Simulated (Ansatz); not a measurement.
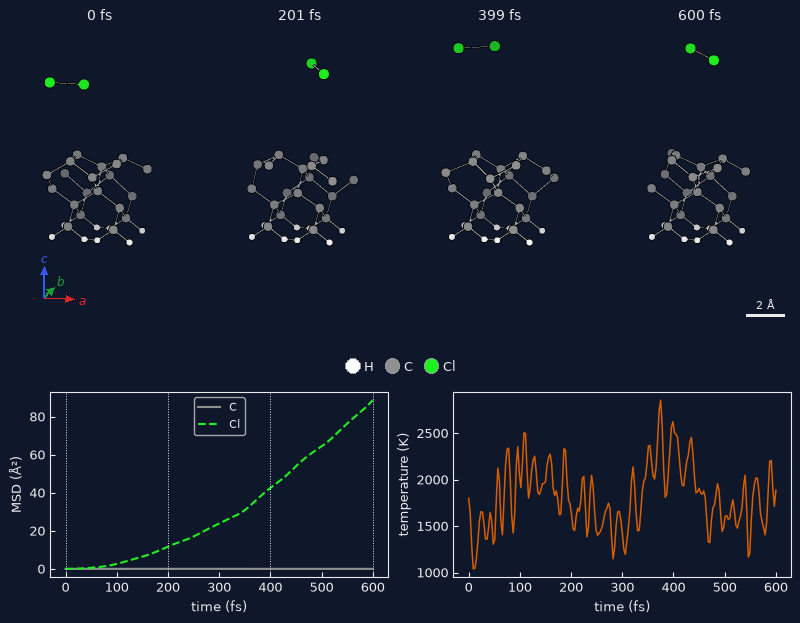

Molecular dynamics of Cl2 on C(100)-2x1, underside capped with H (30 atoms in the cell), 600 fs long. It starts from the last geometry of an earlier run, with fresh velocities. Frames and the history of the run. Style: ball-and-stick. Shown: the simulation cell, with the vacuum cut short, slightly off an axis. Atoms that leave the cell re-enter on the other side. Bonds to atoms that aren't drawn are left out.

Computed with Ansatz, DFT PBE, scalar-relativistic, plane waves, PAW. Settings: plane-wave cutoff 420 eV; k-point mesh 2 × 2 × 1; Fermi-Dirac smearing 0.05 eV; low-accuracy preset; 16 atoms held fixed; Nosé-Hoover thermostat (NVT); set temperature 1800 K; time step 3 fs; thermostat time 50.0 fs.

Describe the run.

Answer. Root-mean-square distances from the starting positions over the second half, with the common drift of all atoms taken out: Cl 7.35 Å, C 0.16 Å. Against the typical shortest distance between atoms in the first frame, about 1.5 Å, the Cl atoms wander away from their sites and keep going, while the C atoms only vibrate. 2 of the 14 free atoms end more than three quarters of that spacing from the start. The mean temperature in the second half is 1877 K (standard deviation 363 K). The potential energy in the second half lies on average 45.6 meV per atom above the first frame. The conserved quantity stays between −0.5 and 4.6 meV per atom of its start. A straight-line fit has a slope that amounts to +0.45 meV per atom over 600 fs (0.4 % of the mean kinetic energy), its mean offset in the second half is 2.1 %, and the ripple about the line is 4.8 % of the kinetic energy's fluctuation. That is tolerable for a short run, though not tight (an offset or drift over 2 % of the kinetic energy, or a ripple over 7 %). The time step of 3 fs is long for the fastest vibrations here (lightest element hydrogen).

Limits of the set-up: the program's low-accuracy preset was used; the periodic images lie only 5.0 Å apart, so the values are limited by the cell's size.

PAW datasets: the set soft_1.
